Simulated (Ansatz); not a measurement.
# Geometry relaxation of WH₆ClOF (part 2 of 2)

Continued. System: WH₆ClOF. Method: RKS PBE0-D4/def2-SVP (Ansatz 0.2.0). It belongs to a series of runs on one base structure; here: end point A relaxed.

Geometry of the input (Å):
```
W  0.1844  -0.0142  0.0502
Cl -0.4286  -0.0564  2.3345
F  1.7368  -0.5233  -0.8765
H  -0.5639  1.2036  -0.8261
H  -1.4628  -0.2370  -0.0366
H  -0.3623  -1.5539  -0.1976
H  -0.5116  -0.4865  -1.3678
O  1.9648  2.0046  1.6216
H  2.8474  1.6494  1.7841
H  1.4397  1.7101  2.4013
```

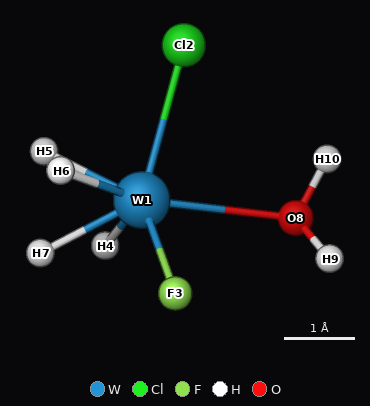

**Figure 1.** The geometry at step 9 of the log (ball-and-stick view, seen at a tilt; atoms are numbered from 1 in the order of the input).

Trajectory as extended XYZ, continued
```
10
Properties=species:S:1:pos:R:3:forces:R:3 step=5 energy=-19194.40637
W     0.2848    0.1290    0.2044   -0.1302  -0.0444   0.1730
Cl   -0.4814   -0.0789    2.4185   -0.0341  -0.0214  -0.1489
F     1.8879   -0.3889   -0.6530    0.0456   0.0033   0.0308
H    -0.4596    1.3575   -0.6676   -0.0244  -0.0013  -0.0072
H    -1.3447   -0.1405    0.0066   -0.0563  -0.0553  -0.0428
H    -0.2363   -1.4209   -0.0856   -0.0443  -0.0910  -0.0224
H    -0.3317   -0.3859   -1.2426   -0.0349  -0.0222  -0.0764
O     1.6193    1.5670    1.3099    0.7505   0.2681   0.5489
H     2.5902    1.4878    1.3588   -0.3846  -0.0064  -0.2913
H     1.3154    1.5701    2.2377   -0.0872  -0.0295  -0.1637
10
Properties=species:S:1:pos:R:3:forces:R:3 step=6 energy=-19194.39796 accepted=F
W     0.2637    0.1129    0.2394   -0.6669   0.0139   0.3147
Cl   -0.6179   -0.1214    2.3847    0.1314  -0.0150  -0.1249
F     1.9044   -0.4719   -0.4790    0.4215   0.1305  -0.1578
H    -0.5348    1.3651   -0.5422    0.1143   0.0866  -0.1475
H    -1.3390   -0.2028   -0.0578   -0.0542   0.0633   0.0435
H    -0.2422   -1.4230   -0.1692    0.0351  -0.0104   0.1735
H    -0.2755   -0.3220   -1.2650    0.0312  -0.0305  -0.0560
O     1.6329    1.6751    1.3299   -0.0331  -0.3219  -0.0700
H     2.5700    1.4938    1.1599   -0.0514   0.0549   0.1221
H     1.4823    1.5907    2.2863    0.0720   0.0287  -0.0976
10
Properties=species:S:1:pos:R:3:forces:R:3 step=7 energy=-19194.44048
W     0.2581    0.1265    0.2186    0.0517   0.0911   0.1345
Cl   -0.5425   -0.0971    2.3986   -0.0111  -0.0039  -0.0296
F     1.9037   -0.3686   -0.5760   -0.0133  -0.0148  -0.0111
H    -0.4767    1.3612   -0.6545   -0.0331  -0.0240  -0.0240
H    -1.3630   -0.1666   -0.0246   -0.0320  -0.0298  -0.0348
H    -0.2421   -1.4334   -0.0844   -0.0015   0.0145  -0.0280
H    -0.3139   -0.3755   -1.2564    0.0199  -0.0120   0.0020
O     1.6276    1.6128    1.3278    0.3239  -0.0844   0.3393
H     2.5909    1.4861    1.2613   -0.3342   0.0323  -0.0775
H     1.4017    1.5509    2.2764    0.0298   0.0310  -0.2709
10
Properties=species:S:1:pos:R:3:forces:R:3 step=8 energy=-19194.44631
W     0.2417    0.1470    0.2333   -0.0538  -0.1912  -0.1398
Cl   -0.5946   -0.1044    2.3899   -0.0029   0.0126   0.0112
F     1.9007   -0.3610   -0.5367   -0.0022   0.1056   0.0568
H    -0.5312    1.3439   -0.6576    0.0364   0.0615   0.0033
H    -1.3672   -0.1907   -0.0452    0.0178   0.0101   0.0034
H    -0.2222   -1.4166   -0.0970   -0.0050   0.0085   0.0360
H    -0.2859   -0.3644   -1.2584   -0.0046   0.0061   0.0609
O     1.6382    1.5964    1.3482    0.0141   0.0236  -0.0455
H     2.5851    1.4647    1.2074    0.0476  -0.0149  -0.0461
H     1.4792    1.5816    2.3031   -0.0474  -0.0220   0.0597
10
Properties=species:S:1:pos:R:3:forces:R:3 step=9 energy=-19194.44984
W     0.2377    0.1441    0.2363   -0.0160  -0.0238   0.0163
Cl   -0.6059   -0.0985    2.3916    0.0036   0.0067  -0.0106
F     1.9109   -0.3304   -0.5205   -0.0070   0.0026  -0.0196
H    -0.5172    1.3575   -0.6507    0.0001  -0.0006  -0.0168
H    -1.3680   -0.1971   -0.0569   -0.0084   0.0140   0.0240
H    -0.2263   -1.4200   -0.0903    0.0109  -0.0130   0.0140
H    -0.2887   -0.3765   -1.2500    0.0332   0.0215  -0.0113
O     1.6355    1.5979    1.3437   -0.0232   0.0101   0.0034
H     2.5794    1.4624    1.1835    0.0160  -0.0167  -0.0204
H     1.4866    1.5571    2.3003   -0.0093  -0.0008   0.0209
10
Properties=species:S:1:pos:R:3:forces:R:3 step=10 energy=-19194.45027
W     0.2371    0.1431    0.2369    0.0126   0.0370   0.0458
Cl   -0.6080   -0.0939    2.3913    0.0004  -0.0005   0.0052
F     1.9106   -0.3236   -0.5237    0.0063  -0.0014  -0.0096
H    -0.5147    1.3554   -0.6555    0.0007  -0.0185  -0.0023
H    -1.3713   -0.1938   -0.0474    0.0042  -0.0072  -0.0299
H    -0.2219   -1.4246   -0.0820   -0.0058   0.0012  -0.0151
H    -0.2786   -0.3701   -1.2551   -0.0219  -0.0082   0.0060
O     1.6310    1.6003    1.3445    0.0140  -0.0072   0.0230
H     2.5727    1.4546    1.1756   -0.0157   0.0006   0.0035
H     1.4869    1.5489    2.3025    0.0051   0.0041  -0.0266
10
Properties=species:S:1:pos:R:3:forces:R:3 step=11 energy=-19194.44985 accepted=F
W     0.2356    0.1449    0.2398   -0.0037   0.0496  -0.0737
Cl   -0.6085   -0.0694    2.3963   -0.0310  -0.0284   0.0190
F     1.9098   -0.3064   -0.5297    0.0064  -0.0078  -0.0028
H    -0.5264    1.3419   -0.6633    0.0257   0.0020   0.0150
H    -1.3716   -0.1973   -0.0523    0.0137  -0.0167   0.0269
H    -0.2102   -1.4255   -0.0885   -0.0092   0.0058   0.0174
H    -0.2835   -0.3707   -1.2501   -0.0003  -0.0085   0.0026
O     1.6356    1.5956    1.3488   -0.0063  -0.0037  -0.0043
H     2.5764    1.4442    1.1806   -0.0073   0.0000   0.0056
H     1.4865    1.5390    2.3053    0.0119   0.0077  -0.0057
10
Properties=species:S:1:pos:R:3:forces:R:3 step=12 energy=-19194.45047
W     0.2371    0.1455    0.2396    0.0029  -0.0141  -0.0525
Cl   -0.6077   -0.0957    2.3933   -0.0027   0.0058   0.0143
F     1.9104   -0.3160   -0.5278   -0.0135   0.0040   0.0143
H    -0.5150    1.3524   -0.6585   -0.0029  -0.0021   0.0042
H    -1.3700   -0.1937   -0.0509    0.0033  -0.0038   0.0032
H    -0.2191   -1.4225   -0.0828   -0.0003   0.0005  -0.0020
H    -0.2829   -0.3724   -1.2500    0.0062   0.0075   0.0100
O     1.6332    1.5995    1.3437   -0.0003  -0.0003   0.0045
H     2.5737    1.4428    1.1797    0.0008   0.0016   0.0004
H     1.4841    1.5565    2.3007    0.0066   0.0010   0.0037
10
Properties=species:S:1:pos:R:3:forces:R:3 step=13 energy=-19194.45057
W     0.2360    0.1455    0.2387    0.0039  -0.0011  -0.0045
Cl   -0.6103   -0.0907    2.3931   -0.0039  -0.0010   0.0026
F     1.9105   -0.3156   -0.5249   -0.0046   0.0008   0.0011
H    -0.5182    1.3512   -0.6589    0.0001  -0.0001   0.0000
H    -1.3704   -0.1969   -0.0518    0.0009  -0.0013   0.0010
H    -0.2186   -1.4227   -0.0847    0.0011   0.0010   0.0005
H    -0.2821   -0.3718   -1.2511    0.0009   0.0015   0.0010
O     1.6333    1.5979    1.3463    0.0015   0.0009  -0.0029
H     2.5737    1.4465    1.1763   -0.0025  -0.0001   0.0029
H     1.4899    1.5530    2.3041    0.0025  -0.0007  -0.0016
```

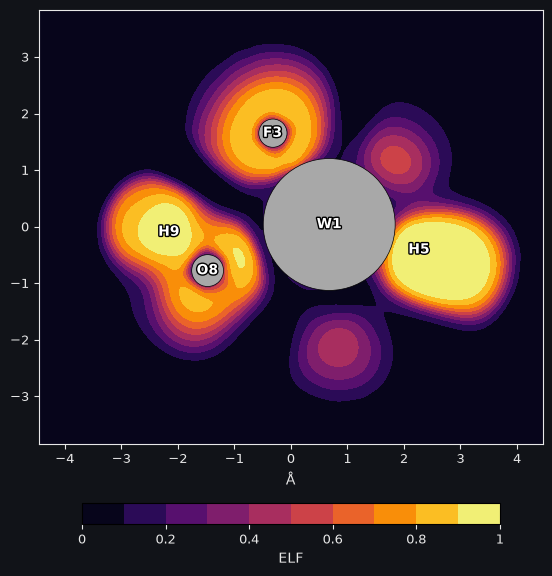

**Figure 2.** ELF on the plane of atoms F3, W1 and O8. Grey discs, where drawn, cover atomic cores. Atoms in the plane: W, F, H and O. W–F (1.90 Å): the ELF peaks at about 0.85 in the valence shell of F, 0.5 Å from its nucleus, and drops to about 0.20 between the two atoms. W–O (2.30 Å): the ELF peaks at about 0.90 in the valence shell of O, 0.6 Å from its nucleus, and drops to about 0.10 between the two atoms. O–H (0.97 Å): the ELF climbs to about 1 towards the hydrogen, as it does in any bond to H (a covalent bond by its length). W–H (1.67 Å): the ELF climbs to about 1 towards the hydrogen.

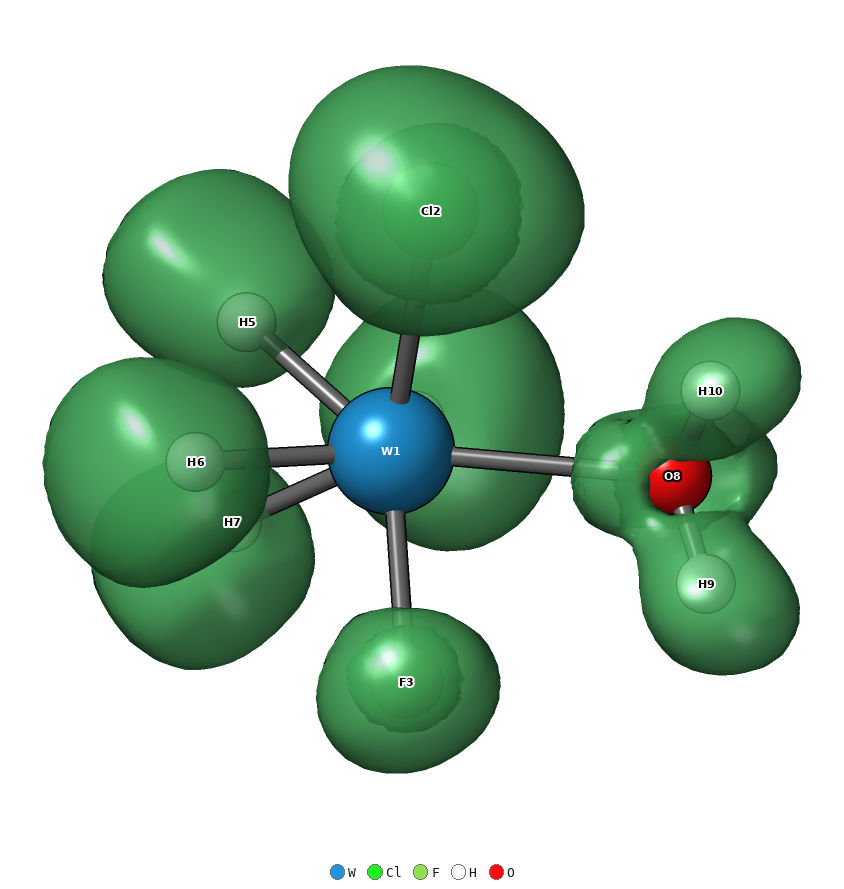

**Figure 3.** Isosurface of the electron localisation function at 0.8 (green), seen at a tilt. Core shells and regions of very low density are left out. Along the contacts the grid gives the following. W–F (1.90 Å): the ELF peaks at about 0.85 in the valence shell of F, 0.5 Å from its nucleus, and drops to about 0.20 between the two atoms. W–O (2.30 Å): the ELF peaks at about 0.90 in the valence shell of O, 0.6 Å from its nucleus, and drops to about 0.10 between the two atoms.

Summary

```tsv
quantity	value
outcome	converged
total energy	−19194.4506 eV
mean-field energy	−19194.2595 eV
largest force (length of the vector) at the end	0.006 eV/Å
wall time	95 s (CPU time 3 min)
peak memory	0.24 GiB
```
